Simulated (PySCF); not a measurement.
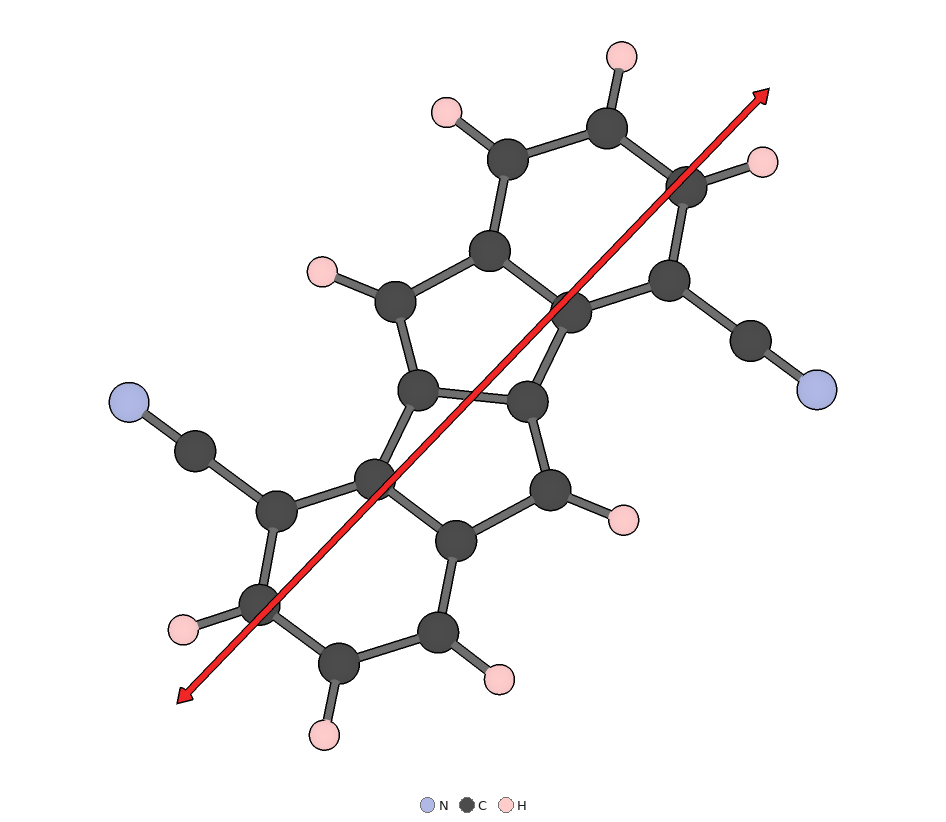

The double arrow shows the direction of the transition dipole to excited singlet state 4 (its length means nothing). The computed structure is the end point of a GFN2-xTB optimisation. No frequency run is at hand to confirm it as a minimum. Properties computed with TDA CAM-B3LYP/def2-SVP, vertical, gas phase, core orbitals frozen in the response, virtual orbitals cut by energy (PySCF 2.14.0).

Where does the transition lie, and how strong is it?

4.64 eV (267 nm), oscillator strength 1.11, mainly HOMO → LUMO+1 (weight 0.54); transition dipole 7.93 D.
